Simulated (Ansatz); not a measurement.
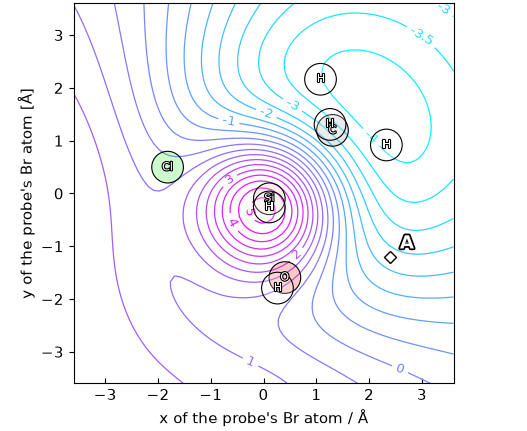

CH₅ClOSi (SMILES C[SiH](O)Cl) with the probe Br-. 
- The probe is moved over a plane parallel to the molecule's main plane, 4.21 Å above it.
- First axis: x of the probe's Br atom. Second axis: y of the probe's Br atom.
- Nothing is relaxed (molecule and probe rigid).
- The scan uses a 13 × 13 grid.
- Points are written as (first, second).
- Energies are in kcal/mol, from molecule and probe far apart, each relaxed in its own basis (no counterpoise correction).
- Theory: RHF/def2-SVPD (Ansatz).

Drawn: contour lines labelled in kcal/mol (none above 5), labelled circles for the molecule's atoms, projected on the plane, the point A. Between grid points the surface is interpolated.

Which way does the force act at A, and how strong is it?

A, at (2.4 Å, −1.2 Å), is not a stationary point. The computed force is 0.055 eV/Å in the plane, pointing up and right in the picture (components 0.028 and 0.047 eV/Å).
